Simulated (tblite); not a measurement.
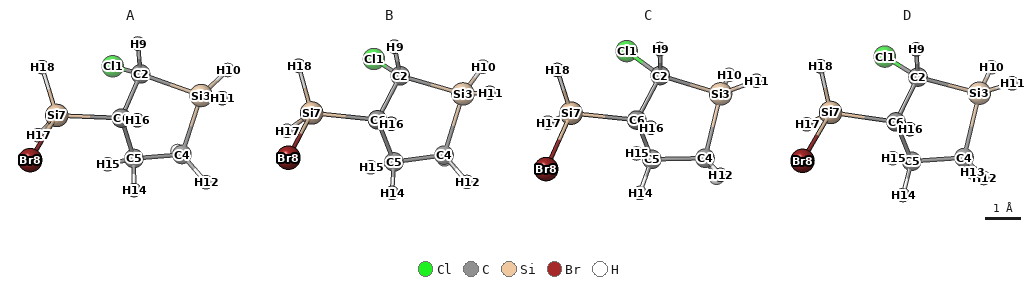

4 geometries from one relaxation of C₄H₁₀BrClSi₂, in shuffled order. The picture is a ball-and-stick view, seen at a tilt.

Level of theory: tblite 0.8.0, GFN2-xTB geometry optimisation, gas phase. 

### Put them in the order of the run, from the start to the converged end.

A, B, D, C. They are steps 0, 31, 45, 107, at +0.725 eV, +0.133 eV, +0.047 eV relative to the last. The atom that moves furthest after the best rigid fit is H13 (1.13 Å). Largest moves by element: H 1.13 Å, Cl 0.57 Å, Br 0.45 Å, C 0.36 Å, Si 0.30 Å. Some distances before and after: Cl1–Si7 3.143 → 3.058 Å, C2–Si3 1.863 → 1.925 Å, C5–C6 1.472 → 1.531 Å, C4–H13 1.138 → 1.088 Å. Bond angles that change, for instance: Si3–C4–H13 104.4° → 114.2°, Si3–C2–C6 96.3° → 105.7°, Cl1–C2–H9 113.2° → 104.9°. Groups turn about Si3–C4 by about 45°, C4–C5 by about 45°, C2–Si3 by about 30°. After 107 geometry steps the energy has fallen by 0.725 eV. Cost: 1 s on 1 thread of Arm Neoverse V2, with other jobs on the host.
